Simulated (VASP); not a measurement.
Band structure of HfN (rock salt). These are PW91 GGA, VASP's PBE PAW potentials (set 64) (plane waves; VASP 6.6.1) values and carry that method's errors.

Unless said otherwise, spin-orbit coupling is left out, though it shifts the bands of the heavy elements here.

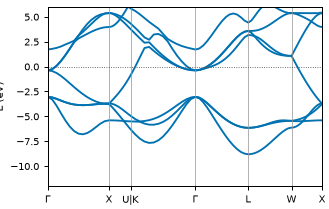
Figure: Bands along high-symmetry lines, zero at the valence-band maximum or, without a gap, the Fermi level

**Question.** Read the plot: is there a gap, and where are the band edges?

**Answer.** It has no gap at this level: it comes out as a metal or semimetal. (Edges off the drawn lines would not show.)

The compound is HfN in the rock salt structure. It was relaxed first. The electron count is odd and the run is not spin-polarised, which forces a metal.
